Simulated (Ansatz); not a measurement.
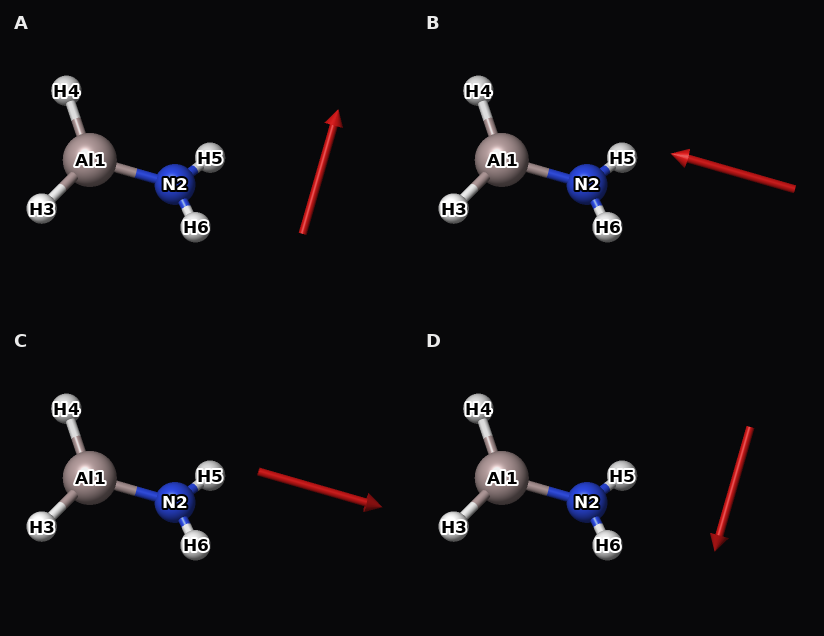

The same molecule four times, each with an arrow. The computed structure is the end point of a PBE0-D4/def2-TZVP optimisation. Properties computed with RKS PBE0-D4/def2-TZVP (Ansatz 0.2.0).

### Which arrow points along the dipole moment, from the negative to the positive end?

C. The dipole moment is 1.29 D; it points from the side of H3, H4 to the side of H5, H6 (the outermost atoms at the two ends).
